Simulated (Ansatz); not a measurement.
## Electronic structure of ClH6Si3···H5OSi···NH3 in real space

The calculation's input:

```
crystal:
  periodic: [false, false, false]
  atoms:
    - {symbol: Si, position_ang: [-0.652959, 0.275130, -0.601029]}
    - {symbol: Si, position_ang: [-0.431741, 1.510050, 1.903525]}
    - {symbol: Si, position_ang: [0.476118, -0.142114, -2.616783]}
    - {symbol: Si, position_ang: [-1.524448, -1.774125, 0.111937]}
    - {symbol: Cl, position_ang: [-2.337099, 1.339756, -1.402648]}
    - {symbol: H, position_ang: [2.364458, -0.699101, 0.393087]}
    - {symbol: N, position_ang: [1.552414, -1.300835, 0.457961]}
    - {symbol: H, position_ang: [0.593716, 1.849091, 0.032192]}
    - {symbol: O, position_ang: [0.874462, 2.362067, 0.902076]}
    - {symbol: H, position_ang: [-1.879128, 1.646964, 1.610301]}
    - {symbol: H, position_ang: [0.028358, 0.226848, 2.474539]}
    - {symbol: H, position_ang: [-0.197928, 2.526378, 2.984708]}
    - {symbol: H, position_ang: [-0.384681, -0.882641, -3.581954]}
    - {symbol: H, position_ang: [0.867458, 1.145277, -3.262840]}
    - {symbol: H, position_ang: [1.730734, -0.932220, -2.437832]}
    - {symbol: H, position_ang: [-0.796848, -2.926595, -0.494835]}
    - {symbol: H, position_ang: [-2.965788, -1.912617, -0.234002]}
    - {symbol: H, position_ang: [-1.399818, -1.917356, 1.593714]}
    - {symbol: H, position_ang: [1.476681, -1.611664, 1.418783]}
    - {symbol: H, position_ang: [1.734834, -2.115138, -0.116186]}
    - {symbol: H, position_ang: [0.871205, 3.332846, 0.865484]}
basis:
  gaussian: {orbitals: def2-TZVPP}
hamiltonian: {xc: pbe0, dispersion: d4}
output: {orbitals: {seedname: orbitals}}
```

Run with:

```sh
ansatz run in.yaml --threads 4 --pin off --events-out ev --progress --plain --max-ram 66560MiB --backend cuda --devices 0, --max-vram 37GiB
```

A transition-state structure; geometry: PBE0-D4/def2-TZVP.

Method: RKS PBE0-D4/def2-TZVPP in Ansatz.

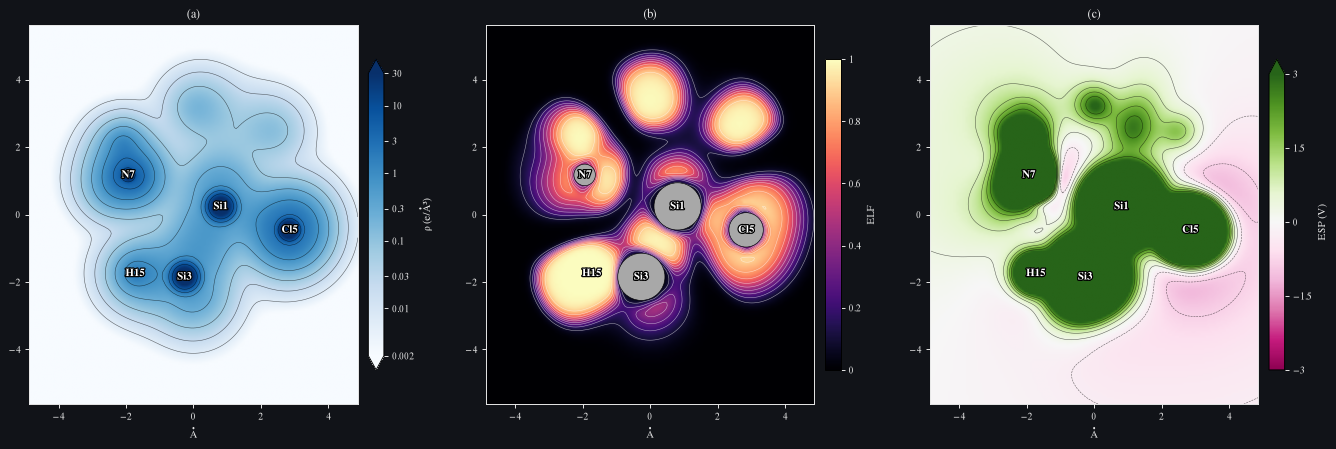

Figure 1. (a) total electron density; (b) ELF; (c) molecular electrostatic potential on the plane of atoms Si1, Si3 and H15. Grey discs cover the atomic cores in the ELF map.

Q: Interpret the plot.

A:
- Atoms in the plane: Si, Cl, N and H.
- Si–Cl (2.15 Å): ρ is about 0.75 e/Å³ halfway; the ELF peaks at about 0.85 between the atoms: a shared but strongly polarised pair.
- Si–Si (2.35 Å): the density is about 0.61 e/Å³ at the midpoint; the ELF peaks at about 1 between the atoms; localised, covalent bonding.
- Si–H (1.49 Å): ρ is about 0.78 e/Å³ halfway; the ELF climbs to about 1 towards the hydrogen, as it does in any bond to H.
- The ELF also peaks beside Cl5, away from the bonds: lone-pair regions.
- Outside the dense part of the complex the potential is most negative (−1.1 V) near Cl5.

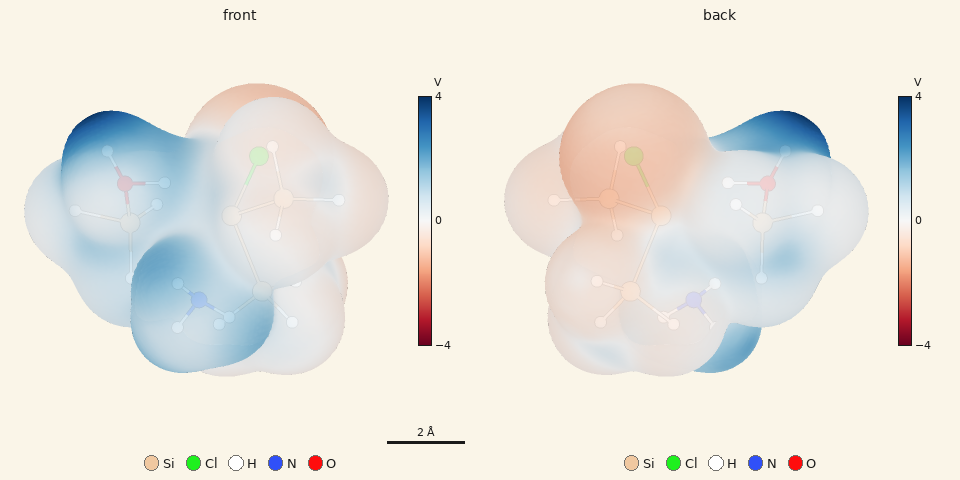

Figure 2. The electrostatic potential painted on the density surface at 0.002 e/bohr³, seen from the front and from behind; the colour scale runs from red (negative) to blue (positive).

Q: Where is the surface potential most negative and most positive?

A: The most negative region (about −1.2 V) lies over Cl5, the most positive (about +3.7 V) over H21.

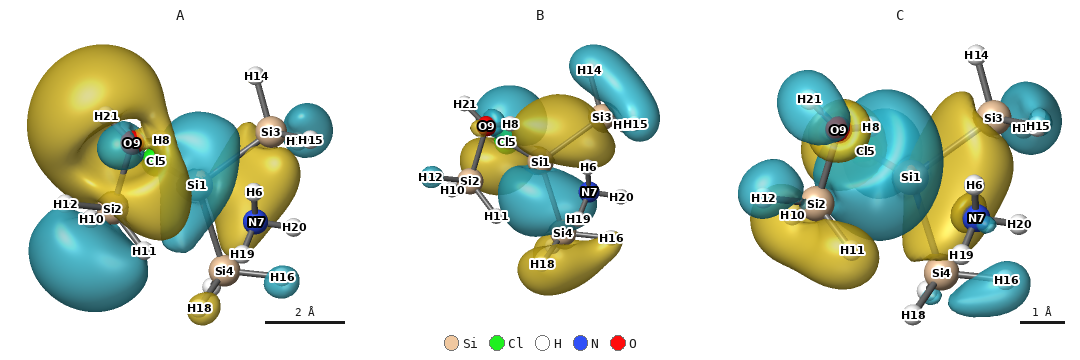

Figure 3. Three frontier orbitals at ±0.06 Å⁻³ᐟ² (yellow and cyan are the two phases), in no order.

Q: Which picture is the HOMO−1, the HOMO and the LUMO?

A: B is the HOMO−1 (−6.97 eV). Its weight (Hirshfeld) is mainly on Si1 (about 25 %), Cl5 (about 25 %), Si4 (about 20 %) and Si3 (about 15 %). C is the HOMO (−6.00 eV). It lies mainly on Si1 (about 35 %), Si2 (about 15 %), Cl5 (about 15 %), Si3 (about 10 %) and O9 (about 5 %). A is the LUMO (−0.76 eV). By Hirshfeld shares it lies mainly on Si2 (about 35 %), H21 (about 15 %), O9 (about 10 %) and Si1 (about 10 %).

Q: What is the HOMO–LUMO gap?

A: 5.24 eV between the orbital energies.
